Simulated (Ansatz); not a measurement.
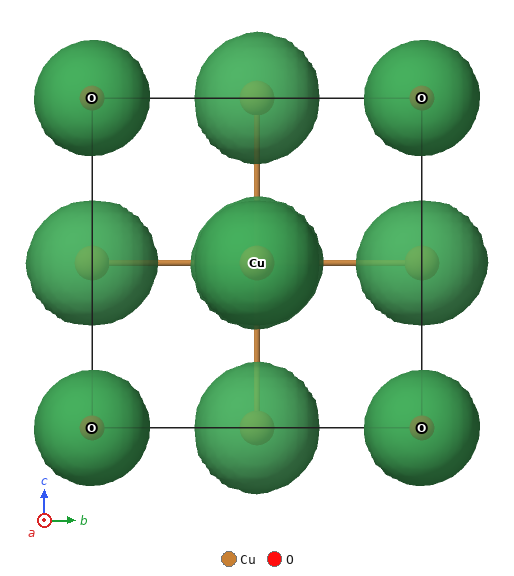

The picture shows: Cu$_{4}$O. Isosurface of the valence pseudo-density at 0.8 e/Å³ (green), seen along the a axis. Sticks mark near contacts.

Space group Pm-3m; a structure generated by program, which may or may not match a known phase; computed without spin polarisation.

All numbers below come from Ansatz 0.2.0, DFT PBE, scalar-relativistic, plane waves, PAW.

The density is the valence pseudo-density of a PAW calculation; it isn't the true density close to the nuclei.

Input

```
crystal:
  lattice:
    - [4.359939428, 0.0, 0.0]
    - [0.0, 4.359939428, 0.0]
    - [0.0, 0.0, 4.359939428]
  atoms:
    - { symbol: Cu, position: [0.5, 0.5, 0.5] }
    - { symbol: Cu, position: [0.0, 0.5, 0.5] }
    - { symbol: Cu, position: [0.5, 0.0, 0.5] }
    - { symbol: Cu, position: [0.5, 0.5, 0.0] }
    - { symbol: O, position: [0.0, 0.0, 0.0] }
basis:
  ecutwfc: 420
kpoints:
  mp_grid: { grid: [8, 8, 8] }
hamiltonian:
  xc: pbe
scf:
  occupations: { method: gaussian, width: 0.01 }
output:
  forces: true
  stress: true
  eigenvalues: true
  write_density: true
  write_potential: true
  elf: true
  volumetric_format: npy
relax:
  adjacent_minimum: "off"
  f_tol: 0.01
  max_steps: 80
  cell: { stress_tol: 0.05 }
```

Launched as:

```sh
ansatz run input.yaml --threads 1 --pin off --max-ram 2560MiB --backend cpu --events-out ev --progress --plain --runs-dir out
```

Below, planes, directions and counts refer to the conventional cell (a = 4.36 Å, b = 4.36 Å, c = 4.36 Å, α = 90.00°, β = 90.00°, γ = 90.00°).

The fields are those of the run's last geometry, not of the input's.

> What does this surface tell about the bonding?

At this value the density breaks into separate islands; it holds about 85 % of the electrons treated as valence (semicore included). It bridges none of the near contacts. It is pinched off along the sampled Cu–Cu (2.18 Å) and Cu–O (3.08 Å) contacts. On the grid the lowest density along these lines, outside the cores, is 0.5 e/Å³ (Cu–Cu, 2.18 Å) and 0.07 e/Å³ (Cu–O, 3.08 Å).
